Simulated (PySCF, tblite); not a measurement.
**C₄H₁₅FSi₃: geometry, infrared bands and NMR shifts**

What infrared bands and NMR shifts should C₄H₁₅FSi₃ (`FCCC([SiH3])([SiH3])C[SiH3]`) show?

The runs use tblite 0.8.0 and PySCF 2.14.0, with density-fitted response routines of our own; the level of theory stands in each step. All values are computed, except where a source is named. Atoms count from 0, in the outputs and in this text.

## (1) The molecule as given

23 atoms, charge 0, multiplicity 1; geometry from: force field or distance geometry start.

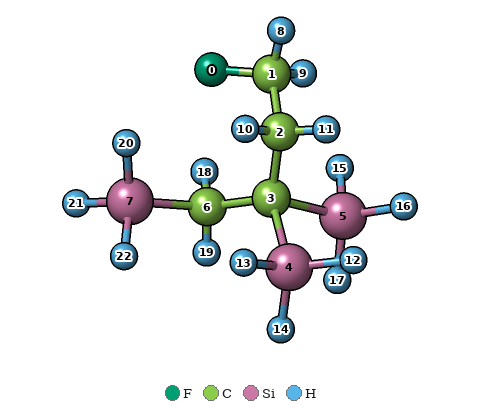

The starting geometry (fluorine teal, carbon green, silicon pink, hydrogen blue), atoms numbered.

## (2) Optimising the geometry with GFN2-xTB

What the job is given:

```
{"job": {"kind": "relax", "xc": "GFN2-xTB", "basis": "xTB"}, "charge": 0, "multiplicity": 1}
F      0.697700     0.406400     2.557200
C      1.655700    -0.039400     1.717000
C      1.043300    -0.814500     0.566900
C      0.133400     0.029200    -0.424800
Si    -0.472800    -1.110100    -1.915600
Si     1.225500     1.256900    -1.527900
C     -1.034800     0.818700     0.260800
Si    -2.357300    -0.101200     1.237500
H      2.311900    -0.710200     2.310900
H      2.252900     0.808700     1.402400
H      0.433900    -1.631200     0.984000
H      1.847000    -1.294300     0.008500
H      0.690500    -1.699600    -2.613800
H     -1.266000    -2.220100    -1.353700
H     -1.332000    -0.308900    -2.839400
H      1.814400     2.263300    -0.592300
H      2.347200     0.511900    -2.153500
H      0.380200     1.949800    -2.523300
H     -0.609400     1.569100     0.948300
H     -1.572600     1.397600    -0.489200
H     -1.760200    -1.023600     2.227200
H     -3.255000     0.867400     1.918800
H     -3.178400    -0.899000     0.303900
```

The run is started by

```
> OMP_NUM_THREADS=1 python probes_run.py task.json out
```

One launch serves the whole session: the jobs run in the order shown.

The program printed:

```text
step      E/eV     max force
  0    -710.44638    1.479
  1    -710.54605    0.677
  2    -710.61194    0.500
  3    -710.64363    0.441
  4    -710.68162    0.391
  5    -710.70386    0.309
  6    -710.71886    0.216
  7    -710.72971    0.196
  8    -710.73789    0.233
  9    -710.74330    0.217
 10    -710.74786    0.135
 11    -710.75264    0.179
 12    -710.75776    0.171
 13    -710.76271    0.192
 14    -710.76745    0.165
 15    -710.77217    0.169
 16    -710.77647    0.145
 17    -710.77932    0.113
 18    -710.78089    0.074
 19    -710.78214    0.067
 20    -710.78361    0.087
 21    -710.78522    0.099
 22    -710.78669    0.090
 23    -710.78785    0.058
 24    -710.78880    0.071
 25    -710.78971    0.066
 26    -710.79052    0.061
 27    -710.79112    0.044
 28    -710.79154    0.037
 29    -710.79189    0.047
 30    -710.79221    0.040
 31    -710.79249    0.035
 32    -710.79271    0.032
 33    -710.79288    0.030
 34    -710.79305    0.035
 35    -710.79326    0.039
 36    -710.79348    0.037
 37    -710.79369    0.028
 38    -710.79384    0.022
 39    -710.79397    0.027
 40    -710.79414    0.036
 41    -710.79437    0.034
 42    -710.79467    0.041
 43    -710.79503    0.053
 44    -710.79541    0.048
 45    -710.79574    0.035
 46    -710.79599    0.030
 47    -710.79619    0.037
 48    -710.79640    0.041
 49    -710.79661    0.032
 50    -710.79676    0.021
 51    -710.79689    0.022
 52    -710.79703    0.027
 53    -710.79722    0.042
 54    -710.79748    0.045
 55    -710.79773    0.031
 56    -710.79793    0.029
 57    -710.79809    0.031
 58    -710.79826    0.030
 59    -710.79843    0.027
 60    -710.79856    0.025
 61    -710.79865    0.024
 62    -710.79873    0.020
 63    -710.79882    0.026
 64    -710.79893    0.023
 65    -710.79905    0.025
 66    -710.79914    0.025
 67    -710.79923    0.021
 68    -710.79932    0.022
 69    -710.79940    0.016
 70    -710.79946    0.015
 71    -710.79950    0.012
 72    -710.79954    0.013
 73    -710.79957    0.011
 74    -710.79961    0.010
 75    -710.79963    0.011
 76    -710.79965    0.011
 77    -710.79968    0.014
 78    -710.79971    0.013
 79    -710.79974    0.012
 80    -710.79975    0.008
```

Wall time 0.72 s (1 thread of Arm Neoverse V2, shared host).

The steps of the relaxation: (not every step is listed)

| step | energy from step 0 (eV) | largest force (eV/Å) |
| --- | --- | --- |
| 0 | 0.0000 | 1.4789 |
| 1 | -0.0997 | 0.6775 |
| 2 | -0.1656 | 0.5002 |
| 3 | -0.1973 | 0.4411 |
| 4 | -0.2352 | 0.3913 |
| 5 | -0.2575 | 0.3092 |
| 6 | -0.2725 | 0.2162 |
| 7 | -0.2833 | 0.1963 |
| 8 | -0.2915 | 0.2331 |
| 14 | -0.3211 | 0.1651 |
| 20 | -0.3372 | 0.0871 |
| 26 | -0.3441 | 0.0606 |
| 32 | -0.3463 | 0.0319 |
| 38 | -0.3475 | 0.0223 |
| 44 | -0.3490 | 0.0476 |
| 50 | -0.3504 | 0.0206 |
| 56 | -0.3515 | 0.0287 |
| 62 | -0.3524 | 0.0197 |
| 68 | -0.3529 | 0.0222 |
| 74 | -0.3532 | 0.0099 |
| 75 | -0.3533 | 0.0114 |
| 76 | -0.3533 | 0.0114 |
| 77 | -0.3533 | 0.0140 |
| 78 | -0.3533 | 0.0129 |
| 79 | -0.3534 | 0.0124 |
| 80 | -0.3534 | 0.0075 |

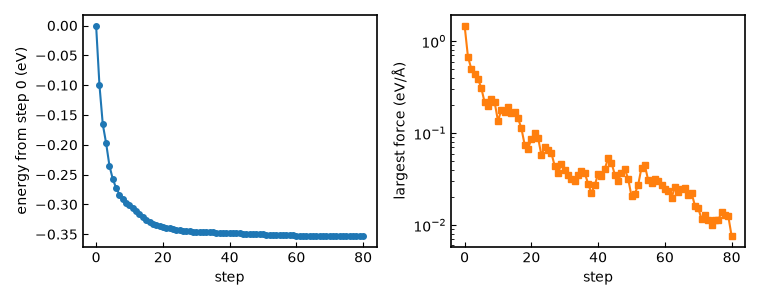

Energy and force, step by step.

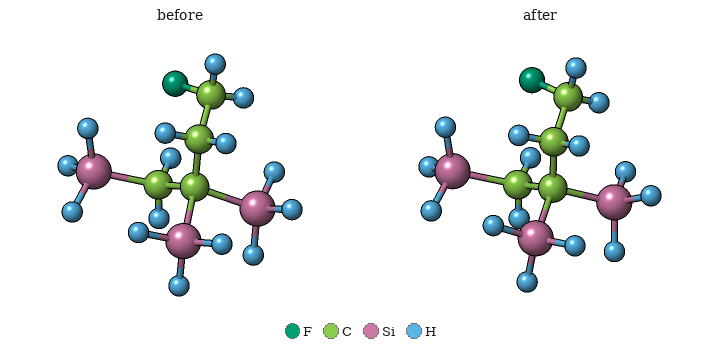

Before and after, at one scale.

Close pairs (by a distance rule), those that changed most:

| bond | before (Å) | after (Å) | change (Å) |
| --- | --- | --- | --- |
| C3–Si5 | 1.979 | 1.920 | -0.059 |
| C3–Si4 | 1.972 | 1.917 | -0.055 |
| C2–C3 | 1.588 | 1.534 | -0.054 |
| Si4–H14 | 1.495 | 1.462 | -0.032 |
| C3–C6 | 1.568 | 1.538 | -0.030 |
| Si5–H15 | 1.495 | 1.467 | -0.028 |
| F0–C1 | 1.350 | 1.376 | +0.026 |
| C6–Si7 | 1.884 | 1.906 | +0.022 |

The end geometry stands in the next job.

## (3) Vibrational analysis with GFN2-xTB

What the job is given:

```
{"job": {"kind": "ir", "xc": "GFN2-xTB", "basis": "xTB"}, "charge": 0, "multiplicity": 1}
F      0.756754     0.326644     2.604095
C      1.643179    -0.068450     1.628761
C      0.950502    -0.817604     0.496901
C      0.150891     0.036677    -0.495337
Si    -0.553902    -1.153643    -1.822780
Si     1.274072     1.315136    -1.383570
C     -0.970431     0.823188     0.203603
Si    -2.299201    -0.125579     1.186961
H      2.368241    -0.717380     2.133181
H      2.146040     0.836446     1.275096
H      0.296064    -1.565455     0.954000
H      1.732694    -1.354547    -0.046728
H      0.556854    -1.671167    -2.629041
H     -1.223645    -2.293608    -1.193136
H     -1.491731    -0.434036    -2.683324
H      1.612073     2.438225    -0.502674
H      2.514731     0.670031    -1.820801
H      0.556351     1.862206    -2.534994
H     -0.524424     1.550219     0.888146
H     -1.492706     1.417539    -0.553188
H     -1.741839    -0.987505     2.227189
H     -3.163817     0.879423     1.811018
H     -3.101502    -0.939776     0.266704
```

The program printed:

```text
mode    cm-1     km/mol
  1      35.5      2.22
  2      76.9      1.06
  3      90.4      1.15
  4     121.4      0.18
  5     133.4      0.61
  6     152.4      1.44
  7     186.2      0.42
  8     199.0      1.37
  9     212.2      1.91
 10     233.3      1.03
 11     271.2      0.58
 12     310.5      1.60
 13     343.3      2.00
 14     455.6      7.45
 15     494.3     21.02
 16     511.2     12.68
 17     520.5     33.33
 18     527.1      1.26
 19     539.4     16.04
 20     564.8    142.56
 21     630.8     77.77
 22     733.9     40.96
 23     764.0      4.52
 24     769.4    105.86
 25     773.0     87.69
 26     778.5    178.53
 27     788.8    963.88
 28     794.9    243.11
 29     798.2    283.78
 30     802.4    159.95
 31     824.5    110.68
 32     826.2    320.48
 33     852.8      9.59
 34     879.3     31.59
 35     938.0      4.00
 36     996.8     41.34
 37    1067.0      2.00
 38    1088.0     30.61
 39    1143.1      6.51
 40    1200.2     12.56
 41    1220.4     17.21
 42    1261.4     11.46
 43    1284.0      8.38
 44    1334.4     10.48
 45    1347.1      1.06
 46    1450.6      2.46
 47    1469.2      4.82
 48    1492.3      1.02
 49    2221.0    104.25
 50    2231.9    475.97
 51    2237.5    231.20
 52    2249.9    425.54
 53    2251.0    323.53
 54    2258.2    233.05
 55    2267.9    101.88
 56    2277.2    183.91
 57    2284.5    664.78
 58    2927.3     57.89
 59    2933.8     33.46
 60    2948.4     12.65
 61    2954.7     27.42
 62    2960.9     52.93
 63    2966.5     49.29
```

Wall time 1.1 s (1 thread of Arm Neoverse V2, shared host).

The strongest bands and the atoms that carry them (share of the mass-weighted mode):

| cm⁻¹ | km/mol | atoms |
| --- | --- | --- |
| 789 | 963.9 | H15 22 %, H16 22 %, H20 12 % |
| 795 | 243.1 | H22 30 %, H12 16 %, H21 12 %, H13 12 % |
| 798 | 283.8 | H20 34 %, H22 20 % |
| 826 | 320.5 | H15 47 %, H17 37 % |
| 2232 | 476.0 | H22 46 %, H15 33 %, H12 10 % |
| 2250 | 425.5 | H21 83 % |
| 2251 | 323.5 | H16 73 %, H12 13 % |
| 2284 | 664.8 | H20 71 %, H14 17 % |

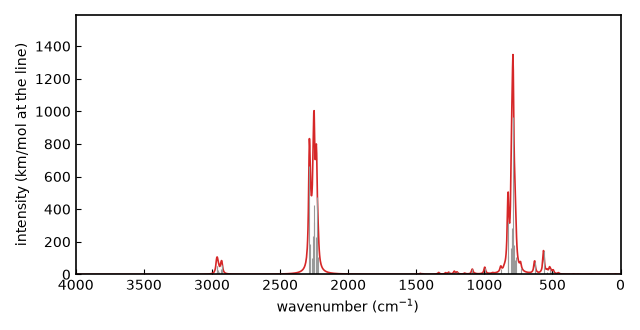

The infrared spectrum from these modes, unscaled. Lines are broadened to a width of 14 cm⁻¹ (Lorentzian).

## (4) Shielding tensors: PBE0/pcSseg-1

Same as in step 3 but for these lines:

```diff
@@ -1,2 +1,2 @@
-{"job": {"kind": "ir", "xc": "GFN2-xTB", "basis": "xTB"}, "charge": 0, "multiplicity": 1}
+{"job": {"kind": "nmr", "xc": "PBE0", "basis": "pcSseg-1"}, "charge": 0, "multiplicity": 1}
 F      0.756754     0.326644     2.604095
```

Method: GIAO PBE0/pcSseg-1 NMR shielding, non-relativistic, gas phase.

The program printed:

```text
coarse grid: 19608 points
cycle   1  E = -1128.9090887751  dE =  3.673e-01  |g| = 5.274e-01  |ddm| = 4.139e+00
cycle   2  E = -1128.8687199592  dE =  4.037e-02  |g| = 7.150e-01  |ddm| = 9.948e-01
cycle   3  E = -1128.9636286224  dE = -9.491e-02  |g| = 5.768e-02  |ddm| = 6.376e-01
cycle   4  E = -1128.9642073390  dE = -5.787e-04  |g| = 2.381e-02  |ddm| = 7.698e-02
cycle   5  E = -1128.9643331484  dE = -1.258e-04  |g| = 7.713e-03  |ddm| = 2.874e-02
cycle   6  E = -1128.9643457577  dE = -1.261e-05  |g| = 1.702e-03  |ddm| = 7.951e-03
cycle   7  E = -1128.9643463740  dE = -6.163e-07  |g| = 5.011e-04  |ddm| = 2.106e-03
final grid: 172800 points
cycle   8  E = -1129.0171539745  dE = -4.854e-05  |g| = 8.771e-03  |ddm| = 3.642e-02
cycle   9  E = -1129.0171345754  dE =  1.940e-05  |g| = 1.265e-02  |ddm| = 2.011e-02
cycle  10  E = -1129.0171724797  dE = -3.790e-05  |g| = 9.395e-04  |ddm| = 1.235e-02
cycle  11  E = -1129.0171726495  dE = -1.698e-07  |g| = 2.847e-04  |ddm| = 1.112e-03
cycle  12  E = -1129.0171726673  dE = -1.784e-08  |g| = 7.053e-05  |ddm| = 2.895e-04
cycle  13  E = -1129.0171726683  dE = -1.010e-09  |g| = 2.633e-05  |ddm| = 9.958e-05
cycle  14  E = -1129.0171726685  dE = -1.382e-10  |g| = 5.245e-06  |ddm| = 2.894e-05
converged SCF energy = -1129.0171726685

GIAO shielding tensors (ppm)
atom      isotropic    diamagn.    paramagn.     s11        s22        s33       span
  0 F      414.249     475.634     -61.384    375.925    409.689    457.135     81.210
  1 C       99.065     240.456    -141.391     59.359     85.490    152.345     92.987
  2 C      148.830     251.507    -102.677    141.107    145.516    159.868     18.761
  3 C      175.254     252.078     -76.824    163.290    176.648    185.824     22.534
  4 Si     406.895     881.958    -475.063    357.748    389.952    472.986    115.238
  5 Si     406.837     881.796    -474.959    356.859    384.337    479.315    122.456
  6 C      170.096     252.602     -82.506    158.932    164.569    186.786     27.854
  7 Si     433.590     880.396    -446.806    410.637    422.209    467.925     57.288
  8 H       26.695      27.933      -1.238     21.209     27.097     31.778     10.570
  9 H       26.692      30.067      -3.375     22.573     27.837     29.666      7.093
 10 H       29.169      33.356      -4.188     25.955     28.047     33.505      7.550
 11 H       30.211      33.266      -3.055     25.189     29.432     36.012     10.822
 12 H       27.920      30.625      -2.705     24.331     25.991     33.439      9.108
 13 H       27.657      30.762      -3.105     23.922     26.556     32.494      8.573
 14 H       27.916      30.899      -2.983     24.709     25.533     33.505      8.796
 15 H       27.618      30.642      -3.024     24.026     26.233     32.596      8.571
 16 H       27.859      30.700      -2.841     24.269     25.333     33.974      9.705
 17 H       27.853      30.566      -2.713     24.327     26.183     33.048      8.721
 18 H       30.060      33.410      -3.350     25.830     29.029     35.320      9.489
 19 H       30.623      33.126      -2.503     25.360     29.892     36.616     11.256
 20 H       27.519      29.900      -2.381     23.454     27.528     31.575      8.121
 21 H       28.079      28.939      -0.860     24.580     25.408     34.249      9.668
 22 H       27.757      29.737      -1.981     23.572     26.918     32.780      9.209
```

It took 67 s on 1 thread of Arm Neoverse V2, shared host; peak memory 1.2 GiB.

The references, computed at this level on geometries of the same kind, shield at (ppm): 1H TMS 31.72, 13C TMS 186.9, 29Si TMS 349.2, 19F CFCl3 170.9. Their shielding less the atom's gives the shift. The references are single molecules in the gas phase, so shifts against H2O, NH3, PH3, H3PO4 or CFCl3 are not on the usual liquid scales and can be off by tens of ppm. Atoms listed in one row are averaged.

| atoms | environment | σ (ppm) | δ (ppm) | δ scaled to CDCl3 |
| --- | --- | --- | --- | --- |
| C1 | sp3 CH2 bonded to F | 99.1 | 87.9 | 83.8 |
| C2 | sp3 CH2 | 148.8 | 38.1 | 35.3 |
| C6 | sp3 CH2 bonded to Si | 170.1 | 16.8 | 14.5 |
| C3 | fully substituted sp3 carbon bonded to 2 Si | 175.3 | 11.7 | 9.5 |
| H8, H9 | hydrogen on an sp3 CH2 bonded to F | 26.69 | 5.02 | 4.84 |
| H20, H21, H22 | hydrogen on a silicon bonded to C | 27.78 | 3.93 | – |
| H12, H13, H14, H15, H16, H17 | hydrogen on a silicon bonded to C | 27.80 | 3.91 | – |
| H10, H11 | hydrogen on an sp3 CH2 | 29.69 | 2.03 | 2.02 |
| H18, H19 | hydrogen on an sp3 CH2 bonded to Si | 30.34 | 1.38 | 1.40 |
| F0 | fluorine on an sp3 carbon | 414.2 | -243.3 | – |
| Si4, Si5 | silicon bonded to C, 3 H | 406.9 | -57.7 | – |
| Si7 | silicon bonded to C, 3 H | 433.6 | -84.4 | – |

The scaled column applies a straight-line fit of computed shieldings to shifts measured in CDCl3, and one for carbons that bear F (root-mean-square error 0.16 ppm for H, 1.9 ppm for C).

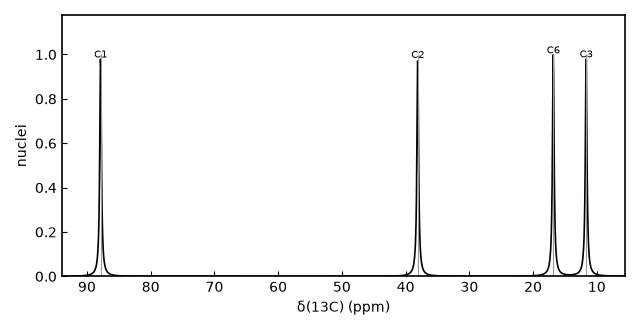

13C lines at the computed shifts, without couplings. Lines are broadened to a width of 0.30 ppm (Lorentzian).

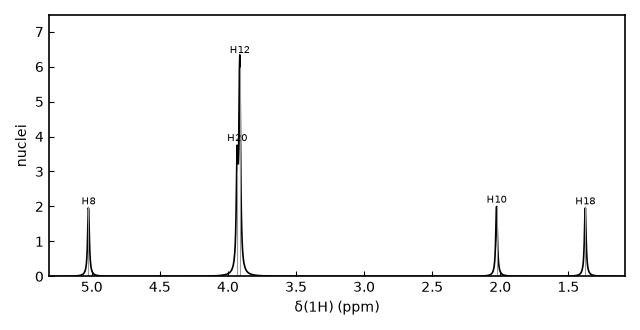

1H lines at the computed shifts, without couplings. Lines are broadened to a width of 0.01 ppm (Lorentzian).

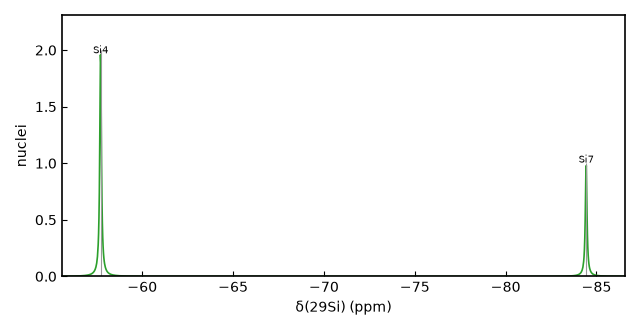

29Si lines at the computed shifts, without couplings. Lines are broadened to a width of 0.11 ppm (Lorentzian).

The run also stored atomic charges by several schemes (e):

| atoms | Mulliken | IAO | Hirshfeld | ESP fit |
| --- | --- | --- | --- | --- |
| F0 | -0.34 | -0.33 | -0.10 | -0.24 |
| C1 | 0.20 | 0.04 | 0.03 | 0.15 |
| C2 | -0.22 | -0.27 | -0.08 | -0.17 |
| C3 | -0.89 | -0.46 | -0.14 | -0.02 |
| Si4, Si5 | 0.48 | 0.57 | 0.30 | 0.26 |
| C6 | -0.43 | -0.53 | -0.16 | -0.34 |
| Si7 | 0.49 | 0.59 | 0.30 | 0.31 |

ESP fit charges:

F0 -0.24; C1 0.15; C2 -0.17; C3 -0.02; Si4 0.28; Si5 0.24; C6 -0.34; Si7 0.31; H8 0.06; H9 0.05; H10 0.09; H11 0.06; H12 -0.09; H13 -0.08; H14 -0.07; H15 -0.07; H16 -0.08; H17 -0.07; H18 0.13; H19 0.11; H20 -0.07; H21 -0.08; H22 -0.09

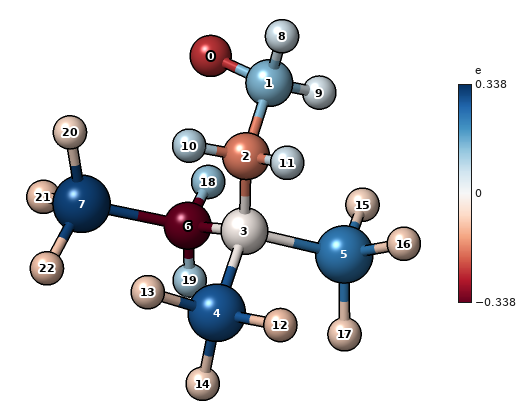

ESP fit charges, as colours on the atoms.

Mayer bond orders: F0–C1 0.88, C1–C2 1.04, C2–C3 0.99, C3–Si4 0.87, C3–Si5 0.87, C3–C6 0.98, C6–Si7 0.91.

The fields below are evaluated on a grid from the run's orbitals.

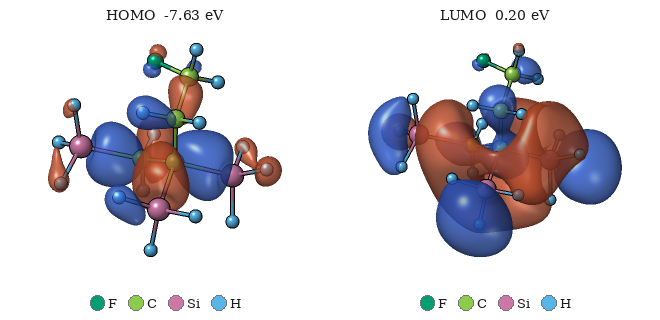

PBE0/pcSseg-1 orbitals near the gap, drawn at the value that encloses 70 % of each; the two colours are the two signs.

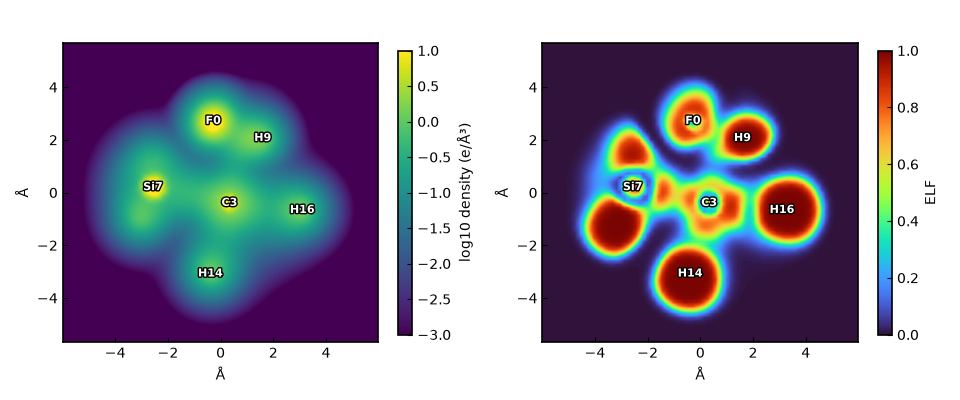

Density (left) and ELF (right) in a plane through or near 6 of the atoms.

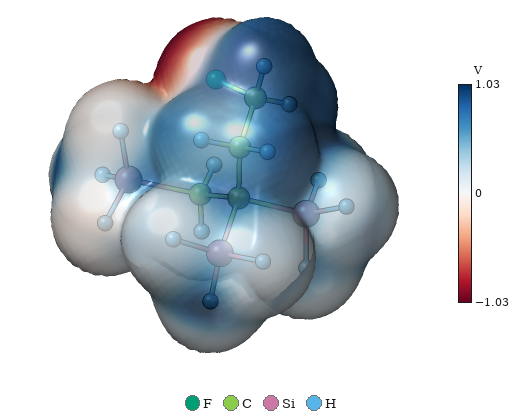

The potential that a unit positive charge feels on the 0.002 e/bohr³ surface, from -0.94 V near F0 to 1.03 V near H9.

## (5) Outcome

| quantity | value |
| --- | --- |
| strongest single infrared mode (GFN2-xTB) | 789 cm⁻¹, 964 km/mol |
| zero-point energy (GFN2-xTB) | 103.3 kcal/mol |
| 13C shifts against TMS (PBE0/pcSseg-1) | 87.9, 38.1, 16.8, 11.7 ppm |
| 1H shifts against TMS (PBE0/pcSseg-1, means over atoms taken as alike) | 5.02, 3.93, 3.91, 2.03, 1.38 ppm |
| 19F shifts against CFCl3 (PBE0/pcSseg-1) | -243.3 ppm |
| 29Si shifts against TMS (PBE0/pcSseg-1, means over atoms taken as alike) | -57.7, -84.4 ppm |
| surface potential, least and greatest | -0.94 V and 1.03 V |

The optimisation took 80 steps and gained 0.353 eV; among the close pairs (by a distance rule), C3–Si5 changed most, from 1.979 to 1.920 Å. All 63 modes are real, so the xTB geometry is a minimum. The strongest single mode, at 789 cm⁻¹, is spread over many atoms; the largest shares are those of H15, H16. Unscaled tight-binding wavenumbers are off by several per cent, some by more. Its intensities can rank the bands wrongly. C1 (sp3 CH2 bonded to F) lies farthest downfield among carbon, at 87.9 ppm; deshielded by the electronegative neighbour. The most deshielded hydrogen is H8, H9 (mean) (hydrogen on an sp3 CH2 bonded to F), at 5.02 ppm: its carbon carries F, which withdraws density. At PBE0/pcSseg-1: The largest span, 119 ppm, is at Si4, Si5, where the paramagnetic term is -475 ppm.
